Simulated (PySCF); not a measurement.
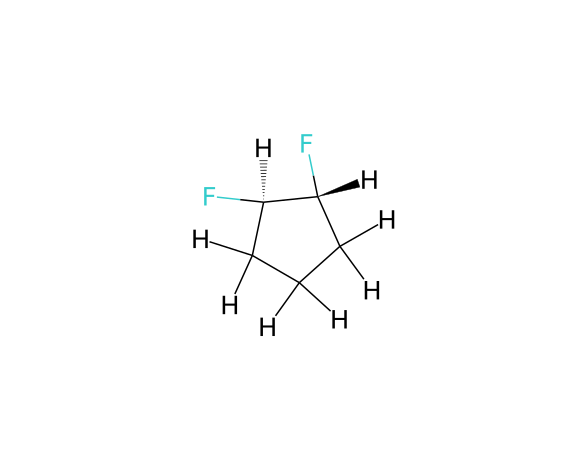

Computed geometry: GFN2-xTB optimisation. No frequency run is at hand to confirm it as a minimum. Method: B3LYP/def2-SVPD, gas phase (PySCF 2.14.0). Excitations: vertical, linear response.

**What is the HOMO–LUMO gap?**

9.16 eV.

**What is the mean static polarisability?**

58.4 bohr³.

**Estimate the lowest vertical singlet excitation.**

8.21 eV.

**Estimate the HOMO energy (Kohn–Sham orbital).**

−8.78 eV.
